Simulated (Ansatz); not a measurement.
# Response to strain in Ti

The reference is Ti in the hcp (Mg type) structure (space group P6_3/mmc, No. 194; a = 2.940 Å, c = 4.654 Å; relaxed with 0.1 eV smearing). Axes: x lies along a and z along c of the hexagonal cell.

Strains are applied to the cell and any free atomic positions relax.

Calculations: PBE (Ansatz, a program for electronic structure; PAW; 420 eV plane waves; without spin-orbit coupling).

Notes on the quantities. pressure: mean of the normal stresses, compression positive.

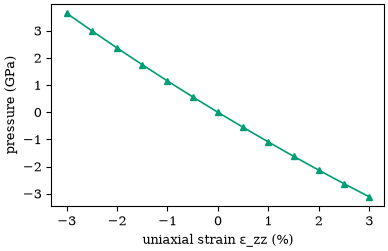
*Pressure against uniaxial strain ε_zz*

**Question.** From the plot, what is the pressure for uniaxial strain ε_zz = +0.50 %?

**Answer.** About -0.6 GPa.

**Question.** Is the trend monotonic over the range shown?

**Answer.** Yes, it falls throughout, spanning -3.1 GPa to 3.6 GPa.

Stability against distortions was not tested. All final runs are without spin polarisation.
